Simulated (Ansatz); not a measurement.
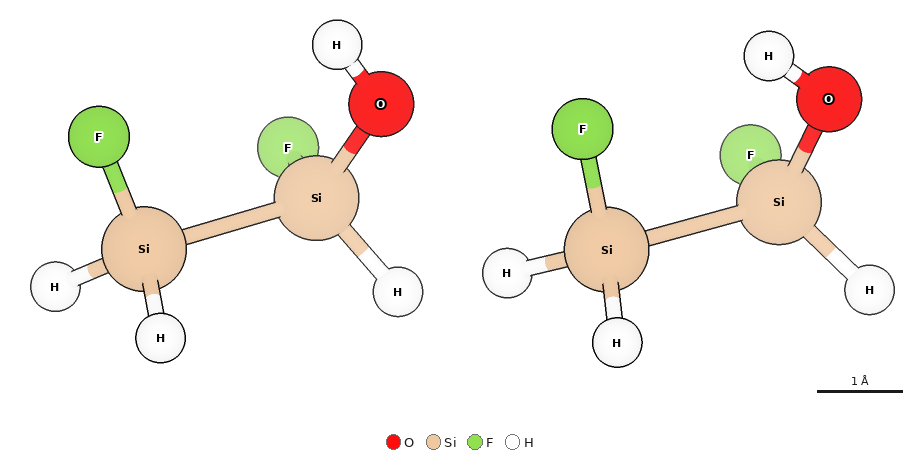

Two geometries of Si2H4OF2, drawn at one scale. One is the start of a relaxation, the other its converged end. A ball-and-stick model, seen from a free direction.

The calculation used RKS PBE0-D4/def2-TZVP (Ansatz). Settings: force threshold 0.005 eV/Å; at most 150 steps.

Q: Which one is relaxed?

A: The left one is the relaxed one. The start comes from PBE-D4/def2-SVP. After 15 geometry steps the energy has fallen by 0.120 eV. Largest force component: 1.2 eV/Å at the start, 0.0026 eV/Å at the end. The largest move after the best rigid fit is that of an H atom, 0.35 Å. By element the largest moves are H 0.35 Å, F 0.31 Å, O 0.14 Å, Si 0.08 Å. Some distances before and after: F–Si 1.663 → 1.612 Å, F–Si 1.643 → 1.601 Å, O–Si 1.672 → 1.634 Å, H–Si 1.506 → 1.487 Å. Among the angles between lasting bonds that change: O–Si–Si 102.5° → 109.5°, Si–Si–F 99.4° → 106.0°, Si–O–H 112.4° → 118.4°.
